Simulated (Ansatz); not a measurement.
# Polymorphs of B

22 relaxations of B ended in 15 distinct structures; the lowest 14 are listed. Method: r2SCAN (plane waves to 500 eV, PAW, scalar-relativistic; Ansatz, a program for electronic structure).

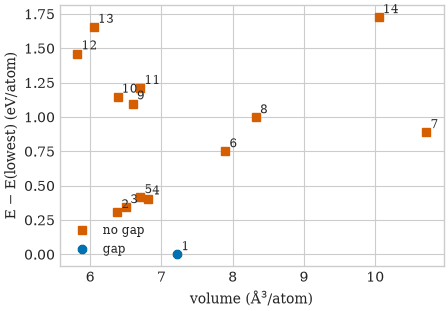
Figure: Energy against volume of the distinct structures, numbered as in the table

| # | space group | Pearson | type | E − E(lowest) (eV/atom) | V (Å³/atom) | gap (eV, no SOC) | coordination | runs ending here |
|---|---|---|---|---|---|---|---|---|
| 1 | R-3m | hR12 | AFLOW prototype A_hR12_166_2h (as in B) | 0.000 | 7.22 | 1.62 | – | 1 |
| 2 | Cmce | oS8 | AFLOW prototype A_oC8_64_f (A11, as in Ga) | 0.31 | 6.38 | 0.00 | – | 2 |
| 3 | Cm (nearly Ima2) | mS16 | – | 0.34 | 6.50 | 0.00 | – | 1 |
| 4 | I4₁/amd | tI4 | – | 0.41 | 6.81 | 0.00 | – | 1 |
| 5 | C2/m | mS4 | – | 0.41 | 6.70 | 0.00 | – | 2 |
| 6 | Cmmm | oS8 | – | 0.75 | 7.90 | 0.00 | – | 1 |
| 7 | P6₃/mmc | hP6 | AFLOW prototype A_hP6_194_h (as in C) | 0.89 | 10.72 | 0.00 | – | 1 |
| 8 | Fd-3m | cF8 | diamond type | 1.00 | 8.33 | 0.00 | B 4 (tetrahedral) | 2 |
| 9 | Cmmm | oS2 | – | 1.10 | 6.60 | 0.00 | – | 1 |
| 10 | R-3m | hR1 | – | 1.15 | 6.38 | 0.00 | – | 2 |
| 11 | Pm-3m | cP1 | simple cubic type | 1.21 | 6.70 | 0.00 | B 6 (octahedral) | 3 |
| 12 | Fm-3m | cF4 | fcc (Cu type) | 1.46 | 5.82 | 0.00 | B 12 (cuboctahedral) | 2 |
| 13 | Pm-3n | cP8 | – | 1.66 | 6.05 | 0.00 | – | 1 |
| 14 | P4/mmm | tP1 | – | 1.73 | 10.05 | 0.00 | – | 1 |

Coordination numbers (neighbours up to the widest gap in distance over summed covalent radii, below 1.35; n+m marks a second, longer set). R-3m, hR12, AFLOW prototype A_hR12_166_2h (as in B) is the lowest among the structures calculated here.

Space group R-3m, hexagonal axes (No. 166); a = b = 4.8983 Å, c = 12.5128 Å, α = β = 90.00°, γ = 120.00°

```
atom  site  symmetry       x       y       z
----  ----  --------  ------  ------  ------
B      18h        .m  0.2370  0.1185  0.1086
B      18h        .m  0.1962  0.3925  0.0243
```
(The calculation used a cell of 12 atoms; values per cell refer to that cell.)

Probably no minimum, since a slightly shaken restart fell lower: Fd-3m, cF8, diamond type (by 0.58 eV/atom, to C2/m); Fm-3m, cF4, fcc (Cu type) (by 1.05 eV/atom, to C2/m); Pm-3n, cP8 (by 1.31 eV/atom, to Cm). 1 run with a doubtful electronic state, a coarser numerical grid, an end not at rest or a source that can't be used is left out. 4 generated cells of layers, chains or molecules, poorly bound without dispersion, are left out. Each run could gain symmetry but not lose that of its start, so entries can be saddle points. All of these are generated cells (placed on structure types, drawn at random, substituted or restacked) that were not matched to a known phase here. Energies are at zero temperature and pressure, without zero-point motion. No spin polarisation in the result. Gaps of cells over 8 atoms come from the SCF mesh and high-symmetry points alone.
